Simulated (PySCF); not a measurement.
**CCSDT/STO-3G run of InCl (SMILES [Cl][In])**

Aim: the energy change on altering one bond length of InCl at CCSDT/STO-3G, from 2 runs. Input form: a Python script.

The calculation is run with PySCF 2.14.0.

8 further runs of the same task are left out: 8 set aside as unsound or not needed.

### 1 The structure to begin with

InCl has 2 atoms, charge 0, and is taken as a singlet. SMILES: `[Cl][In]`. Geometry: a GFN2-xTB relaxation, a rough one for these elements and not checked as a minimum.

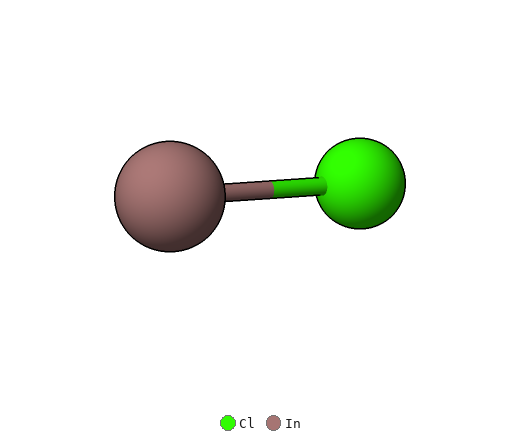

Viewed from a chosen angle; chlorine green, indium brown.

### 2 The energy at CCSDT/STO-3G

The input, start.xyz:

```xyz
2

Cl     0.000000     0.000000     0.000000
In     0.000000     0.000000     2.385660
```

The input, job.py:

```python
# InCl
from pyscf import gto, cc

system = gto.M(
    atom='start.xyz',
    basis='sto-3g',
    spin=0,
    verbose=4,
    max_memory=1860,
)

calc0 = system.RHF()
calc0.conv_tol = 1e-10
calc0.kernel()
if not calc0.converged:
    calc0 = calc0.newton().run(calc0.mo_coeff, calc0.mo_occ)

mycc = cc.CCSDT(calc0, frozen=23)
mycc.kernel()
etot = mycc.e_tot
print('E(%s) = %.9f' % ('CCSDT', etot))
```

Command:

```console
$ OMP_NUM_THREADS=1 python job.py
```

Output:

```text
PySCF version 2.14.0

[INPUT] num. atoms = 2
[INPUT] num. electrons = 66
[INPUT] charge = 0
[INPUT] spin (= nelec alpha-beta = 2S) = 0
[INPUT] symmetry False subgroup None
[INPUT] Mole.unit = angstrom
[INPUT] Symbol           X                Y                Z      unit          X                Y                Z       unit  Magmom
[INPUT]  1 Cl     0.000000000000   0.000000000000   0.000000000000 AA    0.000000000000   0.000000000000   0.000000000000 Bohr   0.0
[INPUT]  2 In     0.000000000000   0.000000000000   2.385660000000 AA    0.000000000000   0.000000000000   4.508244026330 Bohr   0.0

nuclear repulsion = 184.772606614673
number of shells = 16
number of NR pGTOs = 108
number of NR cGTOs = 36
basis = sto-3g
ecp = {}

******** <class 'pyscf.scf.hf.RHF'> ********
method = RHF
initial guess = minao
damping factor = 0
level_shift factor = 0
DIIS = <class 'pyscf.scf.diis.CDIIS'>
diis_start_cycle = 1
diis_space = 8
diis_damp = 0
SCF conv_tol = 1e-10
SCF conv_tol_grad = None
SCF max_cycles = 50
direct_scf = True
direct_scf_tol = 1e-13
Set gradient conv threshold to 1e-05
Initial guess from minao.
init E= -6121.56597256305
  HOMO = -0.551105914650487  LUMO = -0.24288265396385  gap/eV = 8.38718
cycle= 1 E= -6137.50057474327  delta_E= -15.9  |g|= 0.246  |ddm|=  1.5
  HOMO = -0.200447360411485  LUMO = 0.193714761936734  gap/eV = 10.72570
cycle= 2 E= -6137.51940810187  delta_E= -0.0188  |g|= 0.0327  |ddm|= 0.45
  HOMO = -0.197244287650162  LUMO = 0.200718403378318  gap/eV = 10.82912
cycle= 3 E= -6137.52011244951  delta_E= -0.000704  |g|= 0.00789  |ddm|= 0.0916
  HOMO = -0.198318901750705  LUMO = 0.198997784925293  gap/eV = 10.81154
cycle= 4 E= -6137.52017743422  delta_E= -6.5e-05  |g|= 0.00198  |ddm|= 0.031
  HOMO = -0.198053986464029  LUMO = 0.199293661679177  gap/eV = 10.81238
cycle= 5 E= -6137.52018174428  delta_E= -4.31e-06  |g|= 0.000227  |ddm|= 0.00921
  HOMO = -0.198074652772614  LUMO = 0.199280201782873  gap/eV = 10.81258
cycle= 6 E= -6137.52018180155  delta_E= -5.73e-08  |g|= 4.85e-05  |ddm|= 0.000919
  HOMO = -0.198070885895974  LUMO = 0.199283939628711  gap/eV = 10.81258
cycle= 7 E= -6137.52018180476  delta_E= -3.21e-09  |g|= 1.51e-05  |ddm|= 0.000184
  HOMO = -0.198071293356224  LUMO = 0.199283078701118  gap/eV = 10.81256
cycle= 8 E= -6137.52018180508  delta_E= -3.23e-10  |g|= 1.13e-06  |ddm|= 7.98e-05
  HOMO = -0.198071347094824  LUMO = 0.199283102216566  gap/eV = 10.81257
cycle= 9 E= -6137.52018180509  delta_E= -6.37e-12  |g|= 1.83e-07  |ddm|= 4.82e-06
  HOMO = -0.198071367823201  LUMO = 0.199283089803349  gap/eV = 10.81257
Extra cycle  E= -6137.5201818051  delta_E= -8.19e-12  |g|= 7.48e-08  |ddm|= 5.57e-07
converged SCF energy = -6137.5201818051

******** <class 'pyscf.cc.rccsdt.RCCSDT'> ********
RCCSDT nocc = 10, nmo = 13
Allocating only the i<=j<=k part of the T3 amplitude in memory
frozen orbitals 23
max_cycle = 50
conv_tol = 1e-07
conv_tol_normt = 1e-06
diis with the T3 amplitude
diis_space = 6
diis_start_cycle = 0
diis_start_energy_diff = 1e+09
einsum_backend: numpy
_make_eris_incore_RCCSDT
blksize  8    blksize_oovv  4    blksize_oooo  4    blksize_vvvv  1

WARN: A large `blksize` is being used, which may cause large memory consumption
      for storing contraction intermediates. If memory is sufficient, consider using
      `pyscf.cc.rccsdt_highm.RCCSDT` instead.

Approximate memory usage estimate
    T3 memory                46.4 KB
    R3 memory                46.4 KB
    Symmetrized T3 memory    23.2 KB
    ERIs memory               223 KB
    T1-ERIs memory            223 KB
    Intermediates memory      223 KB
    Block workspace          47.2 KB
    T3 einsum buffer         47.2 KB
Total estimated memory        880 KB
Init t2, MP2 energy = -6137.544975173301  E_corr(MP2) -0.024793368202
Init E_corr(RCCSDT) = -0.0247933682017938
cycle =  1  E_corr(RCCSDT) = -0.032031970371  dE = -7.238602169704e-03  norm(d tamps) = 6.38562420e-02
cycle =  2  E_corr(RCCSDT) = -0.036214864302  dE = -4.182893930272e-03  norm(d tamps) = 2.96485259e-02
cycle =  3  E_corr(RCCSDT) = -0.037485542111  dE = -1.270677809056e-03  norm(d tamps) = 1.42362616e-02
cycle =  4  E_corr(RCCSDT) = -0.038743052907  dE = -1.257510796085e-03  norm(d tamps) = 7.79643926e-03
cycle =  5  E_corr(RCCSDT) = -0.038742975366  dE =  7.754075780769e-08  norm(d tamps) = 8.33783767e-04
cycle =  6  E_corr(RCCSDT) = -0.038742512702  dE =  4.626637682831e-07  norm(d tamps) = 4.13052602e-04
cycle =  7  E_corr(RCCSDT) = -0.038750588299  dE = -8.075596651856e-06  norm(d tamps) = 9.55951009e-05
cycle =  8  E_corr(RCCSDT) = -0.038750038262  dE =  5.500374334680e-07  norm(d tamps) = 2.54031637e-05
cycle =  9  E_corr(RCCSDT) = -0.038750237530  dE = -1.992685004157e-07  norm(d tamps) = 1.05027548e-05
cycle = 10  E_corr(RCCSDT) = -0.038750133387  dE =  1.041428135465e-07  norm(d tamps) = 2.28804077e-06
cycle = 11  E_corr(RCCSDT) = -0.038750163942  dE = -3.055465641610e-08  norm(d tamps) = 8.18088298e-07
RCCSDT converged
E(RCCSDT) = -6137.558931969041   E_corr = -0.03875016394194535
E_corr(same-spin) = -0.00260425402908153
E_corr(oppo-spin) = -0.0361459099128638
E(CCSDT) = -6137.558931969
```

Run time: 1.6 s. Hardware: 1 thread of Arm Neoverse V1, shared host; peak memory 0.12 GiB.

### 3 The distorted shape, same level

The input, input.py:

```python
from pyscf import gto, cc

mol = gto.M(
    atom='''
Cl     0.000000     0.000000    -0.901664
In     0.000000     0.000000     4.508244
''',
    max_memory=1860,
    spin=0,
    basis='sto-3g',
    unit='bohr',
    verbose=4,
    charge=0,
)

mf = mol.RHF()
mf.conv_tol = 1e-10
mf.kernel()
if not mf.converged:
    mf = mf.newton().run(mf.mo_coeff, mf.mo_occ)

mycc = cc.CCSDT(mf, frozen=23)
mycc.kernel()
etot = mycc.e_tot
print(f'total energy: {etot:.8f} hartree')
```

Command:

```console
$ OMP_NUM_THREADS=1 python input.py
```

Output:

```text
PySCF version 2.14.0

[INPUT] num. atoms = 2
[INPUT] num. electrons = 66
[INPUT] charge = 0
[INPUT] spin (= nelec alpha-beta = 2S) = 0
[INPUT] symmetry False subgroup None
[INPUT] Mole.unit = bohr
[INPUT] Symbol           X                Y                Z      unit          X                Y                Z       unit  Magmom
[INPUT]  1 Cl     0.000000000000   0.000000000000  -0.477140040707 AA    0.000000000000   0.000000000000  -0.901664000000 Bohr   0.0
[INPUT]  2 In     0.000000000000   0.000000000000   2.385659986067 AA    0.000000000000   0.000000000000   4.508244000000 Bohr   0.0

nuclear repulsion = 153.976740454736
number of shells = 16
number of NR pGTOs = 108
number of NR cGTOs = 36
basis = sto-3g
ecp = {}

******** <class 'pyscf.scf.hf.RHF'> ********
method = RHF
initial guess = minao
damping factor = 0
level_shift factor = 0
DIIS = <class 'pyscf.scf.diis.CDIIS'>
diis_start_cycle = 1
diis_space = 8
diis_damp = 0
SCF conv_tol = 1e-10
SCF conv_tol_grad = None
SCF max_cycles = 50
direct_scf = True
direct_scf_tol = 1e-13
Set gradient conv threshold to 1e-05
[... 1 set-up line as earlier in the session ...]
init E= -6121.31365598328
  HOMO = -0.58322083747963  LUMO = -0.251707666865144  gap/eV = 9.02093
cycle= 1 E= -6137.44633148671  delta_E= -16.1  |g|= 0.255  |ddm|= 1.27
  HOMO = -0.189162084549343  LUMO = 0.150577176156336  gap/eV = 9.24478
cycle= 2 E= -6137.47530093029  delta_E= -0.029  |g|= 0.0294  |ddm|= 0.574
  HOMO = -0.210782560554464  LUMO = 0.169503828073718  gap/eV = 10.34812
cycle= 3 E= -6137.47588469478  delta_E= -0.000584  |g|= 0.00551  |ddm|= 0.0832
  HOMO = -0.2101627691576  LUMO = 0.168358791721046  gap/eV = 10.30010
cycle= 4 E= -6137.47593619505  delta_E= -5.15e-05  |g|= 0.00172  |ddm|= 0.0262
  HOMO = -0.210118641803513  LUMO = 0.168694492871122  gap/eV = 10.30803
cycle= 5 E= -6137.47594166309  delta_E= -5.47e-06  |g|= 0.000215  |ddm|= 0.0107
  HOMO = -0.210061513402193  LUMO = 0.168743059129035  gap/eV = 10.30780
cycle= 6 E= -6137.47594172558  delta_E= -6.25e-08  |g|= 4.52e-05  |ddm|= 0.00102
  HOMO = -0.210065053529501  LUMO = 0.168734550452717  gap/eV = 10.30766
cycle= 7 E= -6137.47594172837  delta_E= -2.79e-09  |g|= 1.38e-05  |ddm|= 0.00017
  HOMO = -0.210065416249661  LUMO = 0.168736478620968  gap/eV = 10.30772
cycle= 8 E= -6137.47594172866  delta_E= -2.87e-10  |g|= 9.25e-07  |ddm|= 7.09e-05
  HOMO = -0.210065438788808  LUMO = 0.168736288843479  gap/eV = 10.30772
cycle= 9 E= -6137.47594172866  delta_E= 9.09e-13  |g|= 2.31e-07  |ddm|= 3.11e-06
  HOMO = -0.210065416139004  LUMO = 0.168736301340792  gap/eV = 10.30772
Extra cycle  E= -6137.47594172866  delta_E=    0  |g|= 1.05e-07  |ddm|= 6.25e-07
converged SCF energy = -6137.47594172866

******** <class 'pyscf.cc.rccsdt.RCCSDT'> ********
RCCSDT nocc = 10, nmo = 13
Allocating only the i<=j<=k part of the T3 amplitude in memory
frozen orbitals 23
max_cycle = 50
conv_tol = 1e-07
conv_tol_normt = 1e-06
diis with the T3 amplitude
diis_space = 6
diis_start_cycle = 0
diis_start_energy_diff = 1e+09
einsum_backend: numpy
_make_eris_incore_RCCSDT
blksize  8    blksize_oovv  4    blksize_oooo  4    blksize_vvvv  1

WARN: A large `blksize` is being used, which may cause large memory consumption
      for storing contraction intermediates. If memory is sufficient, consider using
      `pyscf.cc.rccsdt_highm.RCCSDT` instead.

Approximate memory usage estimate
    T3 memory                46.4 KB
    R3 memory                46.4 KB
    Symmetrized T3 memory    23.2 KB
    ERIs memory               223 KB
    T1-ERIs memory            223 KB
    Intermediates memory      223 KB
    Block workspace          47.2 KB
    T3 einsum buffer         47.2 KB
Total estimated memory        880 KB
Init t2, MP2 energy = -6137.501661521283  E_corr(MP2) -0.025719792628
Init E_corr(RCCSDT) = -0.0257197926280652
cycle =  1  E_corr(RCCSDT) = -0.033706110494  dE = -7.986317866026e-03  norm(d tamps) = 6.83053947e-02
cycle =  2  E_corr(RCCSDT) = -0.038237831858  dE = -4.531721364060e-03  norm(d tamps) = 3.25690147e-02
cycle =  3  E_corr(RCCSDT) = -0.039187836517  dE = -9.500046589231e-04  norm(d tamps) = 1.80905032e-02
cycle =  4  E_corr(RCCSDT) = -0.040854952683  dE = -1.667116166342e-03  norm(d tamps) = 1.06199450e-02
cycle =  5  E_corr(RCCSDT) = -0.040956105747  dE = -1.011530638821e-04  norm(d tamps) = 2.13602361e-03
cycle =  6  E_corr(RCCSDT) = -0.040962674348  dE = -6.568600561613e-06  norm(d tamps) = 1.15572241e-03
cycle =  7  E_corr(RCCSDT) = -0.040968363575  dE = -5.689226767691e-06  norm(d tamps) = 3.67303917e-04
cycle =  8  E_corr(RCCSDT) = -0.040971900919  dE = -3.537344262804e-06  norm(d tamps) = 1.58670919e-04
cycle =  9  E_corr(RCCSDT) = -0.040970666185  dE =  1.234733866762e-06  norm(d tamps) = 8.73109185e-05
cycle = 10  E_corr(RCCSDT) = -0.040971623228  dE = -9.570433561409e-07  norm(d tamps) = 3.33887848e-05
cycle = 11  E_corr(RCCSDT) = -0.040971810617  dE = -1.873890374537e-07  norm(d tamps) = 9.31024913e-06
cycle = 12  E_corr(RCCSDT) = -0.040971923290  dE = -1.126727346146e-07  norm(d tamps) = 4.84025592e-06
cycle = 13  E_corr(RCCSDT) = -0.040972056674  dE = -1.333837501907e-07  norm(d tamps) = 2.67456898e-06
cycle = 14  E_corr(RCCSDT) = -0.040972077078  dE = -2.040404879083e-08  norm(d tamps) = 6.44346832e-07
RCCSDT converged
E(RCCSDT) = -6137.516913805733   E_corr = -0.04097207707795184
E_corr(same-spin) = -0.00152160432832097
E_corr(oppo-spin) = -0.0394504727496309
total energy: -6137.51691381 hartree
```

It took 1.8 s on 1 thread of Arm Neoverse V1, shared host; peak memory 0.12 GiB.

### 4 What came out

At CCSDT/STO-3G, 23 core orbitals frozen:

| quantity | value |
| --- | --- |
| first shape: total energy | -6137.55893 Eh |
| first shape: dipole moment (Hartree–Fock density) | 3.59 D |
| first shape: HOMO energy (Hartree–Fock orbitals) | -5.39 eV |
| first shape: LUMO energy (Hartree–Fock orbitals) | 5.42 eV |
| first shape: HOMO–LUMO gap (Hartree–Fock orbitals) | 10.81 eV |
| first shape: correlation energy (23 core orbitals frozen) | -38.8 mEh |
| first shape: T1 diagnostic | 0.008 |
| distorted shape: total energy | -6137.51691 Eh |
| distorted shape: dipole moment (Hartree–Fock density) | 6.75 D |
| distorted shape: HOMO energy (Hartree–Fock orbitals) | -5.72 eV |
| distorted shape: LUMO energy (Hartree–Fock orbitals) | 4.59 eV |
| distorted shape: HOMO–LUMO gap (Hartree–Fock orbitals) | 10.31 eV |
| distorted shape: correlation energy (23 core orbitals frozen) | -41.0 mEh |
| distorted shape: T1 diagnostic | 0.010 |
| energy change with the Cl1–In2 bond stretched from 2.386 to 2.863 Å | 1.143 eV |

In words: With the Cl1–In2 bond stretched from 2.386 to 2.863 Å the energy rises by 1.14 eV (26 kcal/mol). The first shape isn't relaxed at this level, so the change isn't measured from a minimum. The minimal basis adds a large error of its own. Relativity is left out (first shape) although the molecule holds a heavy atom. Relativity is left out (distorted shape) although the molecule holds a heavy atom.
